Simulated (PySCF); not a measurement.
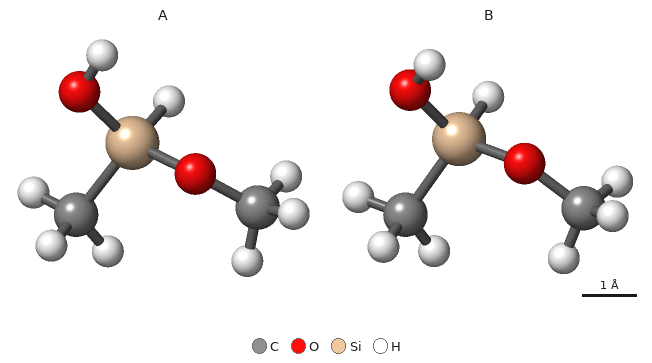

Two geometries of C$_{2}$H$_{8}$O$_{2}$Si, drawn at one scale. One is the start of a relaxation, the other its converged end. Style: ball-and-stick. Shown at a tilt.

These are results of PBE0-D3(BJ)/def2-SVP geometry optimisation, gas phase in PySCF 2.14.0, density-fitted response routines, not measurements. 

Which one is relaxed?

Structure A is the relaxed one. The start comes from GFN2-xTB. Its atoms were then displaced at random by about 0.01 Å. The atom that moves furthest after the best rigid fit is an H atom (0.24 Å). Largest moves by element: H 0.24 Å, O 0.23 Å, Si 0.12 Å, C 0.06 Å. Some distances before and after: H–Si 1.448 → 1.500 Å, O–Si 1.614 → 1.655 Å, C–O 1.422 → 1.397 Å, C–H 1.076 → 1.101 Å. Bond angles that change, for instance: Si–O–H 121.6° → 116.4°, O–Si–O 103.3° → 107.3°, H–C–H 111.5° → 107.6°. Groups turn about O–Si by about 25°. Over 9 geometry steps the energy falls by 17.0 kJ/mol.
